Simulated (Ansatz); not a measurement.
Input file:

```
crystal:
  lattice:
    - [3.2264446968, -3.320365643, 0.0]
    - [3.2264446968, 3.320365643, 0.0]
    - [0.0, 0.0, 3.8119715105]
  atoms:
    - { symbol: K, position: [0.5, 0.5, 0.0] }
    - { symbol: Tm, position: [0.0, 0.0, 0.5] }
    - { symbol: H, position: [0.1509740076, 0.8490259924, 0.0] }
    - { symbol: H, position: [0.8490259924, 0.1509740076, 0.0] }
    - { symbol: H, position: [0.0, 0.5, 0.5] }
    - { symbol: H, position: [0.5, 0.0, 0.5] }
basis:
  ecutwfc: 690
kpoints:
  mp_grid: { grid: [8, 8, 10] }
hamiltonian:
  xc: pbe
  pseudopotentials:
    kind: paw
    azcp: { Tm: "pseudopotentials/pbe/nc/lanthanide_3plus/Tm.nc.azcp" }
scf:
  occupations: { method: gaussian, width: 0.02 }
output:
  forces: true
  stress: true
  eigenvalues: true
  write_density: true
  write_potential: true
  elf: true
  volumetric_format: npy
relax:
  adjacent_minimum: "off"
  f_tol: 0.01
  max_steps: 80
  cell: { stress_tol: 0.05 }
```

Command:

```sh
ansatz run input.yaml --threads 1 --pin off --max-ram 2560MiB --backend cpu --events-out ev --progress --plain --runs-dir out
```

Below, planes, directions and counts refer to the conventional cell (a = 6.49 Å, b = 6.64 Å, c = 3.81 Å, α = 90.00°, β = 90.00°, γ = 90.00°).

The fields are those of the run's last geometry, not of the input's.

Space group Cmmm; a structure generated by program, which may or may not match a known phase; computed without spin polarisation; no Hubbard U on the f states and no spin–orbit coupling.

All numbers below come from DFT PBE, scalar-relativistic, plane waves, PAW; 4f electrons in the core of a trivalent norm-conserving potential in Ansatz.

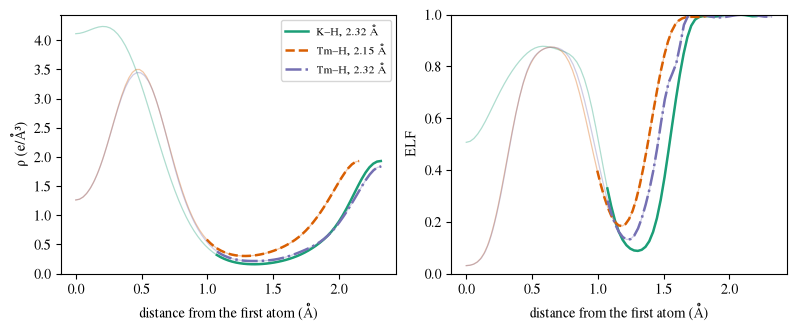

KTmH₄. Valence charge density (pseudo) and electron localisation function along straight lines between neighbouring atoms. Thin, pale parts lie inside the atomic spheres.

In a pseudopotential calculation such maps are meaningful between the atoms, not at the nuclei.

Q: What can be read from the curves?

A: K–H (2.32 Å): ρ is about 0.23 e/Å³ halfway; the ELF climbs to about 1 towards the hydrogen.
Tm–H (2.15 Å): ρ is about 0.43 e/Å³ halfway; the ELF climbs to about 1 towards the hydrogen.
Tm–H (2.32 Å): the density is about 0.28 e/Å³ at the midpoint; the ELF climbs to about 1 towards the hydrogen.
